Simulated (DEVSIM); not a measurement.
Structure: illuminated InP p-on-n cell, one wavelength, at 350 K.

```tsv
layer (left to right)	material	thickness (μm)	Nd (cm⁻³)	Na (cm⁻³)	τn (s)	τp (s)	absorption coefficient (cm⁻¹)
1	InP	0.650	-	5.1e17	5.1e-11	5.3e-10	19000
2	InP	5.20	2.1e17	-	2.2e-9	6.6e-9	19000
```

Left contact: ohmic, minority electron recombination velocity 20 cm/s. Right contact: ohmic, minority hole recombination velocity 4000 cm/s. Voltage is applied to the left contact. Recombination: SRH at mid-gap, radiative, Auger. Light enters at the left, 5.9e17 photons cm⁻² s⁻¹, one pass, no reflection. Mobility is constant in doping.

This is a model device: material constants are rounded textbook-type values typed into the input, and sizes, dopings and lifetimes were drawn at random. Values at 300 K; Nc and Nv go as T^1.5, mobilities as T to minus their exponent, the gap by Varshni's rule with the affinity fixed.

| parameter | InP |
|---|---|
| gap (eV) | 1.344 |
| affinity (eV) | 4.38 |
| permittivity | 12.5 |
| Nc (cm⁻³) | 5.7e17 |
| Nv (cm⁻³) | 1.1e19 |
| μn (cm²/Vs) | 5200 |
| μp (cm²/Vs) | 170 |
| T exponent of μn | 2 |
| T exponent of μp | 2 |
| B (cm³/s) | 1.2e-10 |
| Cn (cm⁶/s) | 9e-31 |
| Cp (cm⁶/s) | 9e-31 |
| Varshni α (eV/K) | 0.000363 |
| Varshni β (K) | 162 |

Model (solved in DEVSIM): 1D drift-diffusion, Boltzmann statistics, complete ionisation; no tunnelling, impact ionisation, image-force lowering or self-heating.

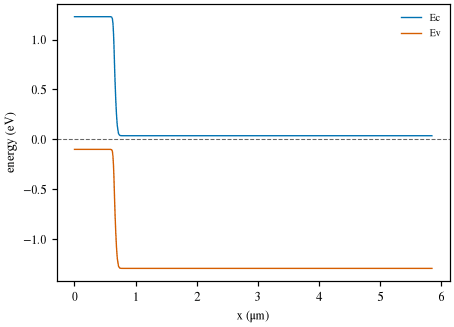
Figure: Band edges at zero bias, in the dark

Energies count from the Fermi level of the right contact; mesh points crowd at the junctions.

```tsv
x (μm)	Ec (eV)	Ev (eV)	n (cm⁻³)	p (cm⁻³)	field (V/cm)
0.000	1.228	-0.100	< 1e2	5.1e17	≈ 0
0.02156	1.228	-0.100	< 1e2	5.1e17	≈ 0
0.06099	1.228	-0.100	< 1e2	5.1e17	≈ 0
0.1331	1.228	-0.100	< 1e2	5.1e17	≈ 0
0.3380	1.228	-0.100	< 1e2	5.1e17	≈ 0
0.4912	1.228	-0.100	< 1e2	5.1e17	≈ 0
0.5750	1.228	-0.100	< 1e2	5.1e17	-32
0.6303	1.157	-0.171	< 1e2	4.8e16	-81000
0.6510	0.836	-0.492	660000	1.1e12	-220000
0.6760	0.391	-0.937	1.7e12	450000	-140000
0.7216	0.056	-1.272	1.1e17	< 1e2	-17000
0.8498	0.037	-1.291	2.1e17	< 1e2	≈ 0
1.054	0.037	-1.291	2.1e17	< 1e2	≈ 0
1.443	0.037	-1.291	2.1e17	< 1e2	≈ 0
2.615	0.037	-1.291	2.1e17	< 1e2	≈ 0
4.051	0.037	-1.291	2.1e17	< 1e2	≈ 0
4.919	0.037	-1.291	2.1e17	< 1e2	≈ 0
5.374	0.037	-1.291	2.1e17	< 1e2	≈ 0
5.660	0.037	-1.291	2.1e17	< 1e2	≈ 0
5.762	0.037	-1.291	2.1e17	< 1e2	≈ 0
5.818	0.037	-1.291	2.1e17	< 1e2	≈ 0
5.850	0.037	-1.291	2.1e17	< 1e2	≈ 0
```
